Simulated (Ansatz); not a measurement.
# SiPNH₄S: phonon calculation

SiPNH₄S, computed with UKS PBE0/def2-SVP (Ansatz 0.2.0).

It belongs to a series of runs on one base structure; here: vibrations at the highest image of the band. Figures and captions count atoms from 1; the log counts them from 0 in places.

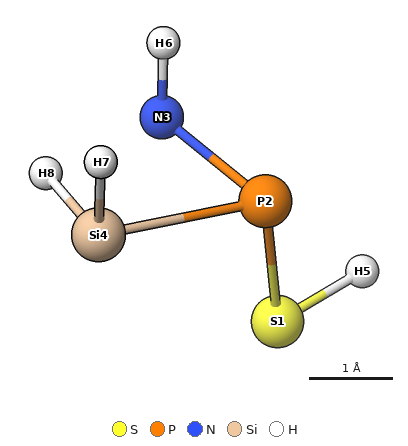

The structure as given in the input (ball-and-stick view, seen at a tilt; atoms are numbered from 1 in the order of the input). Bond lengths as drawn: H–N 1.03 Å, H–S 1.35 Å, H–Si 1.51 to 1.56 Å, N–P 1.72 Å, P–S 2.13 Å and P–Si 2.24 Å.

**Input**
```yaml
crystal:
  periodic: [false, false, false]
  atoms:
    - { symbol: S, position_ang: [-1.421968, 1.344941, -1.310082] }
    - { symbol: P, position_ang: [0.471042, 0.70168, -0.576104] }
    - { symbol: "N", position_ang: [0.103898, 0.074747, 0.97792] }
    - { symbol: Si, position_ang: [0.202235, -1.522039, -0.454773] }
    - { symbol: H, position_ang: [-1.231726, 2.638392, -0.95913] }
    - { symbol: H, position_ang: [0.947138, 0.003651, 1.559046] }
    - { symbol: H, position_ang: [1.620146, -1.958321, -0.16578] }
    - { symbol: H, position_ang: [-0.598463, -1.34025, 0.873103] }
magnetization:
  spin_polarized: true
basis:
  gaussian: { orbitals: def2-SVP }
hamiltonian:
  xc: pbe0
phonons: {}
```

Command:
```bash
ansatz run input.yaml --threads 2 --pin off --max-ram 3072MiB --backend cpu --events-out ev --progress --plain --runs-dir out
```

**The program's output**
```
Engine: ansatz 0.2.0, aarch64-unknown-linux-gnu
Functional definition: PBE0
  parameter a = 0.25
  parameter kappa = 0.804
  parameter beta = 0.06672455060314922
  exchange = (1 - a)*pbe_x(kappa = kappa, mu = beta*pi^2/3) + a*exact_x
  correlation = pbe_c(beta = beta)
911 factors; integrals over basis functions are off by at most 2.6e-4 eV
mean field evaluation 1: about -29526.9824 eV, gradient 3.5e1 eV
mean field evaluation 2: about -29499.5692 eV, gradient 7.6e1 eV
mean field evaluation 4: about -29532.3998 eV, gradient 5.0e0 eV
mean field evaluation 8: about -29532.5757 eV, gradient 1.1e-1 eV
mean field evaluation 16: about -29532.5757 eV, gradient 4.6e-5 eV
mean field -29532.57572202 eV, -1085.3021398854 hartree, gradient 4.6e-5 eV, S^2 0.000000; 1 other end points of the search recorded, 0 dependent functions left out
the calculation of the forces begins
reference -29532.57574546 eV, -1085.3021407469 hartree; 28, 28 occupied and 60, 60 virtual orbitals, 911 factors
these checks for a lower state are left out or cut short: stability, starts, cluster_reference, orbital_swaps, neighbouring_geometries, increment
911 factors; integrals over basis functions are off by at most 2.6e-4 eV
mean field -29532.57567574 eV, -1085.3021381848 hartree, gradient 2.8e-6 eV, S^2 0.000000; 0 other end points of the search recorded, 0 dependent functions left out
[... from here on the field's lines of each further geometry are left out, up to the last ...]
the calculation of the forces begins
reference -29532.57569527 eV, -1085.3021389025 hartree; 28, 28 occupied and 60, 60 virtual orbitals, 911 factors
these checks for a lower state are left out or cut short: stability, starts, cluster_reference, orbital_swaps, neighbouring_geometries, increment
911 factors; integrals over basis functions are off by at most 2.6e-4 eV
mean field -29532.57571430 eV, -1085.3021396018 hartree, gradient 1.4e-6 eV, S^2 0.000000; 0 other end points of the search recorded, 0 dependent functions left out
the calculation of the forces begins
reference -29532.57573774 eV, -1085.3021404633 hartree; 28, 28 occupied and 60, 60 virtual orbitals, 911 factors
WARN: phonons: modes at or below zero, which the zero-point energy, F, S and C_V leave out: 1, the lowest at -1140.78 cm⁻¹. A minimum has none, and a first-order saddle one
Total energy: -29532.57574546 eV, -1085.3021407469 hartree
Atom 0 at    -1.421968     1.344941    -1.310082 Å, force    -0.001806     0.007112    -0.002574 eV/Å
Atom 1 at     0.471042     0.701680    -0.576104 Å, force    -0.012689     0.017427     0.028311 eV/Å
Atom 2 at     0.103898     0.074747     0.977920 Å, force     0.041307     0.028214    -0.047147 eV/Å
Atom 3 at     0.202235    -1.522039    -0.454773 Å, force    -0.027964    -0.041231     0.001249 eV/Å
Atom 4 at    -1.231726     2.638392    -0.959130 Å, force    -0.004544     0.001139     0.003025 eV/Å
Atom 5 at     0.947138     0.003651     1.559046 Å, force    -0.017170    -0.006315     0.017247 eV/Å
Atom 6 at     1.620146    -1.958321    -0.165780 Å, force     0.016007    -0.003324     0.008423 eV/Å
Atom 7 at    -0.598463    -1.340250     0.873103 Å, force     0.006859    -0.003021    -0.008533 eV/Å
Dipole moment:     0.315577     0.052523     0.170826 e Å
Vibrations: -1140.78 140.66 204.37 263.96 347.66 430.72 504.41 566.23 632.98 734.80 811.14 873.84 891.67 1017.72 1985.19 2141.53 2690.23 3514.10 cm⁻¹, zero-point energy 1.100434 eV
```

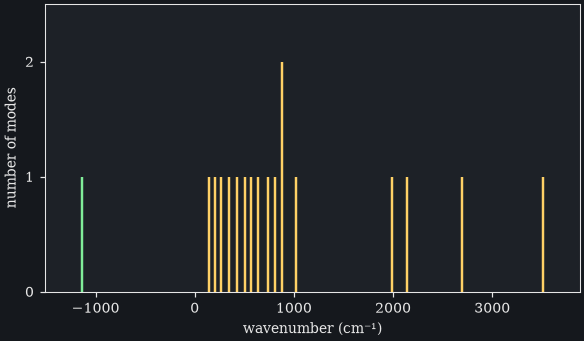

Harmonic vibrational wavenumbers from the force constants; neighbouring modes closer than 21 cm⁻¹ are counted in one stick, and imaginary ones are drawn at negative wavenumbers. 18 modes from 1141i to 3514 cm⁻¹, 1 imaginary beyond 8i (1141i cm⁻¹): a first-order saddle point, if the geometry is stationary.

**Key numbers**

| quantity | value |
| --- | --- |
| outcome | converged |
| total energy | −29532.5757 eV |
| mean-field energy | −29532.5757 eV |
| largest force (length of the vector) | 0.069 eV/Å |
| hardware | 2 threads of Arm Neoverse V1, 24 GiB of memory available, shared host |
| wall time | 97 s (CPU time 3.1 min) |
| peak memory | 0.25 GiB |
